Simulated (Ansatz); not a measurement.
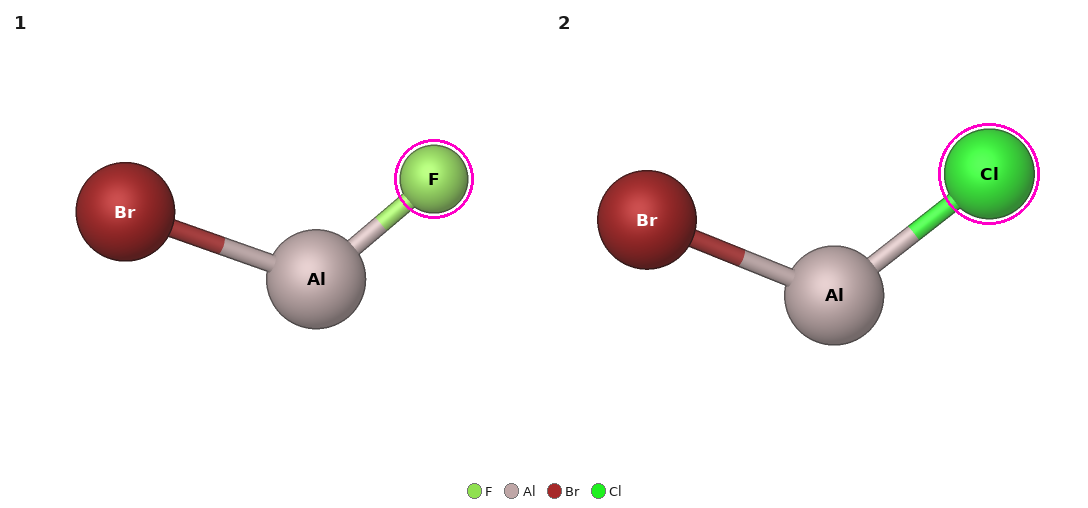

2 molecules with one skeleton, seen from the same side and at one scale; the atom that differs is circled. Each species is neutral and a spin doublet. Computed geometries: PBE0-D4/def2-TZVP optimisations, one conformation each. Properties computed with Ansatz 0.2.0.

One atom differs, called X below: F in panel 1, Cl in panel 2. Their formulas are AlBrF (`[F][Al][Br]`), AlBrCl (`[Cl][Al][Br]`).

### In which is the dipole moment larger (PBE-D4/def2-TZVPP)?

In panel 1 (X = F).

### In which is the harmonic X–Al stretching wavenumber higher (PBE0-D4/def2-TZVP)?

In panel 1 (X = F).

Give the values. With PBE0-D4/def2-TZVP: length of X–Al (Å), angle X–Al–Br (°), harmonic X–Al stretching wavenumber (cm⁻¹). With PBE-D4/def2-TZVPP: dipole moment (D).

```csv
quantity,1 (F),2 (Cl),2 − 1
length of X–Al (Å),1.648,2.102,+0.454
angle X–Al–Br (°),118.9,118.9,0.0
dipole moment (D),1.46,1.25,−0.21
harmonic X–Al stretching wavenumber (cm⁻¹),835,540,−295
```
